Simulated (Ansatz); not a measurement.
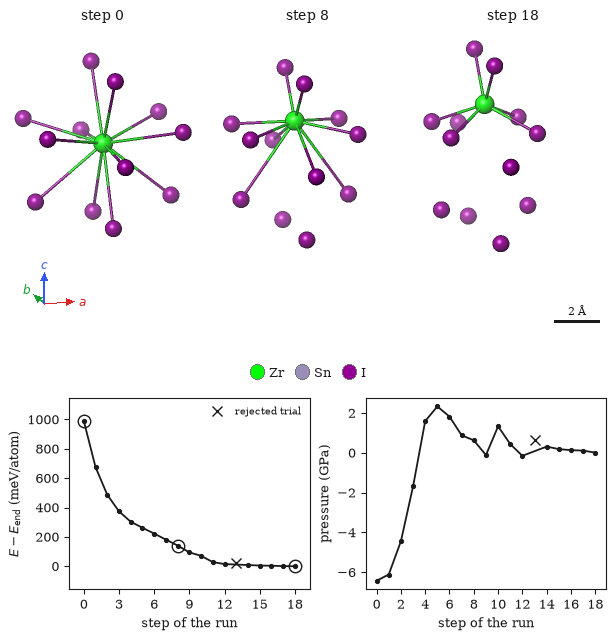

Frames of a relaxation of crystalline ZrSnI₆ (built on the LaYMg6-38 type type), marked on the history of the run. Style: ball-and-stick. Shown: the atoms within 4.2 Å of the atom that moves most (axes of the conventional cell (2 times the calculation's cell)), slightly off an axis. Lengths and directions refer to the drawn axes.

All numbers below come from Ansatz, DFT, PBEsol, plane waves, PAW.

The input:
```yaml
crystal:
  lattice:
    - [6.24990498, 0.0, 0.0]
    - [0.0, 4.19244197, 6.80576798]
    - [0.0, -4.19244197, 6.80576798]
  atoms:
    - { symbol: Zr, position: [0.5, 0.599439, 0.599439] }
    - { symbol: Sn, position: [0.0, 0.901957, 0.901957] }
    - { symbol: I, position: [0.0, 0.934775, 0.384984] }
    - { symbol: I, position: [0.0, 0.384984, 0.934775] }
    - { symbol: I, position: [0.0, 0.413856, 0.413856] }
    - { symbol: I, position: [0.5, 0.570226, 0.113246] }
    - { symbol: I, position: [0.5, 0.113246, 0.570226] }
    - { symbol: I, position: [0.5, 0.081518, 0.081518] }
kpoints:
  mp_grid: { grid: [4, 4, 4] }
hamiltonian:
  xc: pbesol
scf:
  occupations: { method: fermi_dirac, width: 0.03 }
relax:
  f_tol: 0.01
  cell: {}
  max_steps: 120
output:
  write_density: true
  write_potential: true
  elf: true
  volumetric_format: npy
```

Command:
```bash
ansatz run input.yaml --threads 4 --pin off --max-ram 4608MiB --backend cpu --events-out ev --progress --plain --runs-dir out
```

What happens along the run?

Answer. The run was cut off at its time limit before the relaxation converged, so the last structure is only a point on the way. The atom that moves furthest relative to the cell is Zr1 (1.48 Å along +c). By element the largest moves are Zr 1.48 Å, I 1.06 Å, Sn 0.46 Å. Cell: a 6.250 → 3.984 Å (−36.3 %), b 8.385 → 9.903 Å (+18.1 %), c 13.612 → 15.798 Å (+16.1 %). Volume −12.6 %. Near-neighbour distances that change, for instance: Zr1–I6 3.997 → 6.517 Å, Zr1–I6 (another image) 4.007 → 2.859 Å, Zr1–I5 4.018 → 5.136 Å, Zr1–I8 4.200 → 5.290 Å. The space group stays Amm2 (No. 38). After 17 accepted moves (18 points after the start) the energy has fallen by 990 meV per atom. The largest force component goes from 1.2 to 0.044 eV/Å. The pressure goes from −6.43 to 0.01 GPa. The line search rejected the trial step at point 13 of the run. From step 0 to 8: Zr1 moves most (1.04 Å), volume −20.2 %, energy −849 meV per atom. From step 8 to 18: I5 moves most (0.53 Å), volume +9.5 %, energy −141 meV per atom.

```
step  E − E(0), meV/atom  largest force component, eV/Å  pressure, GPa  volume, Å³/atom      note
   0                0.00                         1.1730          -6.43           44.582          
   1             -314.01                         0.9929          -6.11           39.131          
   2             -502.85                         0.6435          -4.44           35.288          
   3             -615.59                         0.6362          -1.69           32.521          
   4             -686.65                         0.8834           1.59           31.043          
   5             -727.59                         0.7320           2.33           31.354          
   6             -767.29                         0.4672           1.82           32.549          
   7             -808.17                         0.3890           0.88           34.231          
   8             -848.59                         0.3536           0.63           35.578          
   9             -895.24                         0.4908          -0.11           36.996          
  10             -918.77                         1.4558           1.33           37.424          
  11             -961.48                         0.2914           0.44           38.057          
  12             -974.87                         0.4659          -0.15           38.758          
  13             -970.93                         0.6579           0.65           39.264  rejected
  14             -981.43                         0.2042           0.32           38.697          
  15             -984.98                         0.0680           0.19           39.105          
  16             -986.24                         0.1740           0.14           39.500          
  17             -988.86                         0.0763           0.11           39.165          
  18             -989.70                         0.0436           0.01           38.954
```
